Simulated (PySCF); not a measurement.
# C3H8O (1-propanol) at 3 levels

Wanted: a comparison of 3 runs (B3LYP/6-31G*, PBE0/def2-SVP, CAM-B3LYP/def2-TZVP) of C3H8O (1-propanol). 

The calculation is run with PySCF 2.14.0.

### 1 The system as given

C3H8O has 12 atoms, charge 0, and is taken as a singlet. SMILES: `CCCO`. The shape is that of a PBE0-D4/def2-TZVP optimisation. This is one conformer, not always the lowest.

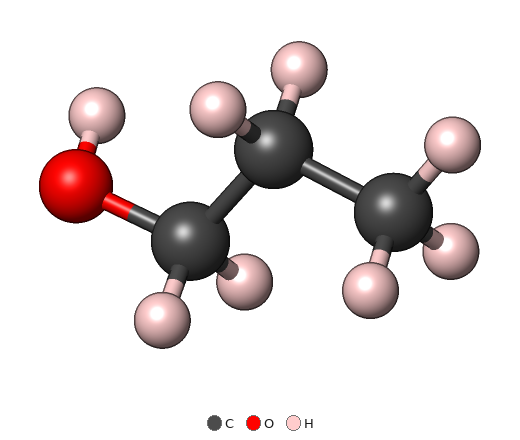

The structure, seen from a chosen angle (carbon dark grey, oxygen red, hydrogen pink).

### 2 Energy and forces at B3LYP/6-31G(d) (Cartesian functions) (run 1)

Contents of job.py:

```python
import pyscf.grad
from pyscf import gto, dft

mol = gto.M(
    atom='''
C       -0.969100       1.139200      -0.250500
C       -0.161900       0.113800       0.526800
C        0.802100      -0.651000      -0.358500
O        1.602700      -1.571400       0.351900
H       -1.556100       0.666100      -1.042600
H       -1.662800       1.676100       0.399200
H       -0.316500       1.879500      -0.721400
H       -0.839700      -0.597900       1.015100
H        0.408200       0.599300       1.325000
H        0.247500      -1.152600      -1.166000
H        1.500700       0.042600      -0.835000
H        1.022000      -2.198800       0.790000
''',
    verbose=3,
    basis='6-31g*',
    cart=True,
    max_memory=1860,
)

ks = dft.RKS(mol)
ks.xc = 'b3lyp'
ks.grids.level = 5
ks.conv_tol = 1e-10
ks.kernel()
if not ks.converged:
    ks = ks.newton().run(ks.mo_coeff, ks.mo_occ)

e_final = ks.e_tot
print('E(%s) = %.9f' % ('B3LYP', e_final))
grad = ks.Gradients().kernel()
ks.analyze()
```

On the command line:

```bash
$ OMP_NUM_THREADS=1 python job.py
```

What it wrote:

```text
converged SCF energy = -194.347702719878
[... 15 lines left out ...]
MO #6   energy= -0.780065842388228 occ= 2
[... 6 lines left out ...]
MO #13  energy= -0.385152559044722 occ= 2
[... 6 lines left out ...]
MO #20  energy= 0.134683603508048  occ= 0
[... 6 lines left out ...]
MO #27  energy= 0.243636303025161  occ= 0
[... 6 lines left out ...]
MO #34  energy= 0.674595132834315  occ= 0
[... 6 lines left out ...]
MO #41  energy= 0.896839554837013  occ= 0
[... 6 lines left out ...]
MO #48  energy= 1.05141056364117   occ= 0
[... 6 lines left out ...]
MO #55  energy= 1.64857318647421   occ= 0
[... 6 lines left out ...]
MO #62  energy= 2.12946903816866   occ= 0
[... 6 lines left out ...]
MO #69  energy= 2.5137665581931    occ= 0
[... 6 lines left out ...]
MO #76  energy= 4.47466437520105   occ= 0
[... 13 lines left out ...]
Dipole moment(X, Y, Z, Debye): -1.68278,  0.03047,  0.10830
```

Wall time 59 s (1 thread of Intel Xeon at 2.50GHz (Skylake/Cascade Lake), shared host); peak memory 0.77 GiB.

### 3 Energy and gradient at PBE0/def2-SVP (run 2)

Contents of calc.py:

```python
import pyscf.grad
from pyscf import gto, dft

system = gto.M(
    atom='''
C     -1.831334     2.152776    -0.473376
C     -0.305947     0.215051     0.995508
C      1.515749    -1.230212    -0.677467
O      3.028664    -2.969516     0.664995
H     -2.940603     1.258747    -1.970228
H     -3.142237     3.167370     0.754379
H     -0.598098     3.551740    -1.363248
H     -1.586803    -1.129867     1.918261
H      0.771386     1.132513     2.503887
H      0.467707    -2.178098    -2.203421
H      2.835912     0.080502    -1.577921
H      1.931300    -4.155130     1.492884
''',
    unit='bohr',
    max_memory=1860,
    basis='def2-svp',
    verbose=3,
    spin=0,
)

mf = dft.RKS(system, xc='pbe0')
mf.grids.level = 5
mf.conv_tol = 1e-10
mf.kernel()
if not mf.converged:
    mf = mf.newton().run(mf.mo_coeff, mf.mo_occ)

e_final = mf.e_tot
print(f'total energy: {e_final:.8f} hartree')
grad = mf.Gradients().kernel()
mf.analyze()
```

On the command line:

```bash
$ OMP_NUM_THREADS=1 python calc.py
```

What it wrote:

```text
converged SCF energy = -193.97959472835
[... 15 lines left out ...]
MO #6   energy= -0.798075870751084 occ= 2
[... 8 lines left out ...]
MO #15  energy= -0.353716212870769 occ= 2
[... 8 lines left out ...]
MO #24  energy= 0.170021761262873  occ= 0
[... 8 lines left out ...]
MO #33  energy= 0.505547290422654  occ= 0
[... 8 lines left out ...]
MO #42  energy= 0.712538796862977  occ= 0
[... 8 lines left out ...]
MO #51  energy= 1.0594245370211    occ= 0
[... 8 lines left out ...]
MO #60  energy= 1.6036235215715    occ= 0
[... 8 lines left out ...]
MO #69  energy= 1.87702945270941   occ= 0
[... 8 lines left out ...]
MO #78  energy= 2.33179076802189   occ= 0
[... 8 lines left out ...]
MO #87  energy= 2.88464345702134   occ= 0
[... 8 lines left out ...]
MO #96  energy= 3.79415804913514   occ= 0
[... 13 lines left out ...]
Dipole moment(X, Y, Z, Debye): -1.66483,  0.02228,  0.08057
```

It took 83 s on 1 thread of Intel Xeon at 2.50GHz (Skylake/Cascade Lake), shared host; peak memory 0.97 GiB.

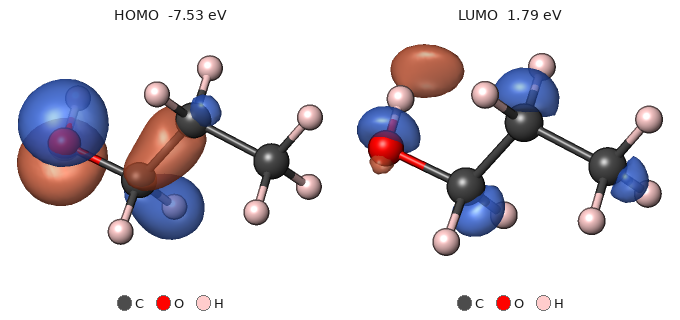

Frontier orbitals of this run, surfaces at ±0.2 Å^-3/2.

### 4 Energy and forces at CAM-B3LYP/def2-TZVP (run 3)

Contents of input.py:

```python
from pyscf import gto, dft

system = gto.M(
    atom='''
C     -0.969100     1.139200    -0.250500
C     -0.161900     0.113800     0.526800
C      0.802100    -0.651000    -0.358500
O      1.602700    -1.571400     0.351900
H     -1.556100     0.666100    -1.042600
H     -1.662800     1.676100     0.399200
H     -0.316500     1.879500    -0.721400
H     -0.839700    -0.597900     1.015100
H      0.408200     0.599300     1.325000
H      0.247500    -1.152600    -1.166000
H      1.500700     0.042600    -0.835000
H      1.022000    -2.198800     0.790000
''',
    verbose=4,
    max_memory=1860,
    basis='def2-tzvp',
)

myscf = dft.RKS(system, xc='cam-b3lyp')
myscf.conv_tol = 1e-10
myscf.grids.level = 5
myscf.kernel()
if not myscf.converged:
    myscf = myscf.newton().run(myscf.mo_coeff, myscf.mo_occ)

e_tot = myscf.e_tot
print(f'total energy: {e_tot:.8f} hartree')
grad = myscf.nuc_grad_method().kernel()
myscf.analyze()
```

On the command line:

```bash
$ OMP_NUM_THREADS=1 python input.py
```

What it wrote:

```text
PySCF version 2.14.0

[... 96 lines left out ...]
Nuclear Repulsion Energy =             130.787040620910858
[... 17 lines left out ...]
MO #12  energy= -0.48933905302669  occ= 2
[... 15 lines left out ...]
MO #28  energy= 0.239331310345779  occ= 0
[... 15 lines left out ...]
MO #44  energy= 0.530382303348627  occ= 0
[... 15 lines left out ...]
MO #60  energy= 1.06194071774278   occ= 0
[... 15 lines left out ...]
MO #76  energy= 1.63538773953326   occ= 0
[... 15 lines left out ...]
MO #92  energy= 2.16647427747566   occ= 0
[... 15 lines left out ...]
MO #108 energy= 2.70583669052476   occ= 0
[... 15 lines left out ...]
MO #124 energy= 3.26170701012828   occ= 0
[... 15 lines left out ...]
MO #140 energy= 3.88440195511042   occ= 0
[... 15 lines left out ...]
MO #156 energy= 4.92480945070789   occ= 0
[... 15 lines left out ...]
MO #172 energy= 43.7868454722337   occ= 0
[... 148 lines left out ...]
pop of  7 H 2py           0.00027
pop of  7 H 2pz           0.00022
pop of  8 H 1s            0.88685
pop of  8 H 2s            0.00443
pop of  8 H 3s            0.00239
pop of  8 H 2px           0.00023
pop of  8 H 2py           0.00016
pop of  8 H 2pz           0.00043
pop of  9 H 1s            0.90955
pop of  9 H 2s            0.00373
pop of  9 H 3s            0.00248
pop of  9 H 2px           0.00022
pop of  9 H 2py           0.00047
pop of  9 H 2pz           0.00055
pop of  10 H 1s           0.88163
pop of  10 H 2s           0.00426
pop of  10 H 3s           0.00260
pop of  10 H 2px          0.00052
pop of  10 H 2py          0.00033
pop of  10 H 2pz          0.00022
pop of  11 H 1s           0.65250
pop of  11 H 2s           0.00696
pop of  11 H 3s           0.00575
pop of  11 H 2px          0.00101
pop of  11 H 2py          0.00121
pop of  11 H 2pz          0.00165
 ** Mulliken atomic charges  **
charge of    0C =     -0.32949
charge of    1C =     -0.19430
charge of    2C =      0.02420
charge of    3O =     -0.54693
charge of    4H =      0.10535
charge of    5H =      0.11348
charge of    6H =      0.10711
charge of    7H =      0.09069
charge of    8H =      0.10551
charge of    9H =      0.08300
charge of   10H =      0.11044
charge of   11H =      0.33092
Dipole moment(X, Y, Z, Debye): -1.76145,  0.10837,  0.06945
```

Run time: 7.8 min. Hardware: 1 thread of Intel Xeon at 2.50GHz (Skylake/Cascade Lake), shared host; peak memory 2.3 GiB.

### 5 All runs side by side

```csv
run,level,Cartesian functions,energy (Eh),dipole moment (D),HOMO energy (eV),LUMO energy (eV),wall time
1,B3LYP/6-31G* (Cartesian functions),yes,-194.347703,1.69,-7.09,2.16,59 s
2,PBE0/def2-SVP,no,-193.979595,1.67,-7.53,1.79,83 s
3,CAM-B3LYP/def2-TZVP,no,-194.333697,1.77,-9.27,1.82,7.8 min
```

### 6 Outcome

```
                       quantity          value
            run 3: total energy  -194.33370 Eh
           run 3: dipole moment         1.77 D
             run 3: HOMO energy       -9.27 eV
             run 3: LUMO energy        1.82 eV
           run 3: HOMO–LUMO gap       11.09 eV
run 3: largest force on an atom     0.257 eV/Å
```

What this shows: The dipole moment (its size) runs from 1.67 D (PBE0/def2-SVP) to 1.77 D (CAM-B3LYP/def2-TZVP). The two ends differ in method and basis. The HOMO–LUMO gap runs from 9.26 eV (B3LYP/6-31G*) to 11.09 eV (CAM-B3LYP/def2-TZVP). Totals of different functionals can't be ranked against each other. All runs together took 10 min, the longest 7.8 min.
